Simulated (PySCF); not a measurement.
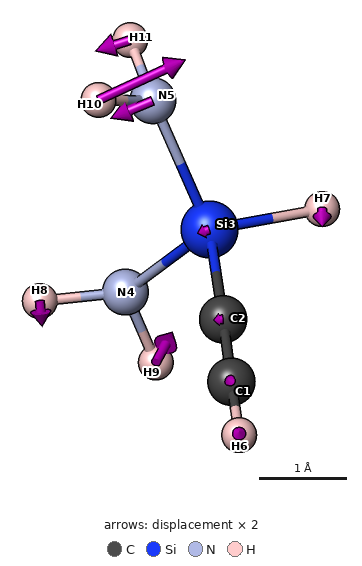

This is a relaxation of C$_{2}$H$_{6}$N$_{2}$Si. The starting structure is drawn; purple arrows show the displacements, magnified 2 times. The two geometries are superimposed by the best rigid fit.

The picture is a ball-and-stick view, seen from a free direction.

The start comes from GFN2-xTB.

The calculation used PySCF, PBE0-D3(BJ)/def2-SVP geometry optimisation, gas phase. 

Question: Atoms of which element are displaced furthest, and by how much?

Answer: Hydrogen: up to 0.58 Å, against 0.27 Å for nitrogen.

Question: What happened in the run?

Answer: The largest move after the best rigid fit is that of H10, 0.58 Å. Largest moves by element: H 0.58 Å, N 0.27 Å, Si 0.08 Å, C 0.06 Å. Near-neighbour distances that change, for instance: Si3–H7 1.462 → 1.495 Å, C1–H6 1.053 → 1.075 Å, C1–C2 1.202 → 1.218 Å, Si3–N4 1.733 → 1.720 Å. Bond angles that change, for instance: N5–Si3–H7 109.7° → 118.4°, C2–Si3–H7 111.3° → 106.3°, N4–Si3–N5 112.3° → 107.9°. Over 14 geometry steps the energy falls by 9.83 kJ/mol. The largest force component goes from 1.5 to 0.018 eV/Å.
